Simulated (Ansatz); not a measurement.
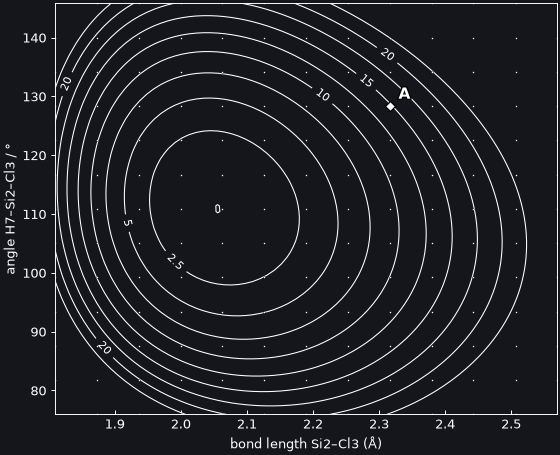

BrClH₃NSi, SMILES N[SiH](Cl)Br. The first coordinate is: bond length Si2–Cl3; the second: angle H7–Si2–Cl3. Nothing is relaxed (all other coordinates rigid). Grid: 13 × 13 points. Energies: kcal/mol, counted from the lowest grid point. All numbers below come from Ansatz, RKS PBE-D4/def2-TZVP.

The picture shows contour lines labelled in kcal/mol (none above 22.5), dots at the grid points, the point A. Between grid points the surface is interpolated.

Is A at rest? If not, where is it pushed?

Answer. A, at bond length Si2–Cl3 = 2.317 Å, angle H7–Si2–Cl3 = 128.4°, is not a stationary point. The computed force is 62 kcal/mol for each Å towards smaller values of bond length Si2–Cl3 and 0.53 kcal/mol for each degree towards smaller values of angle H7–Si2–Cl3.
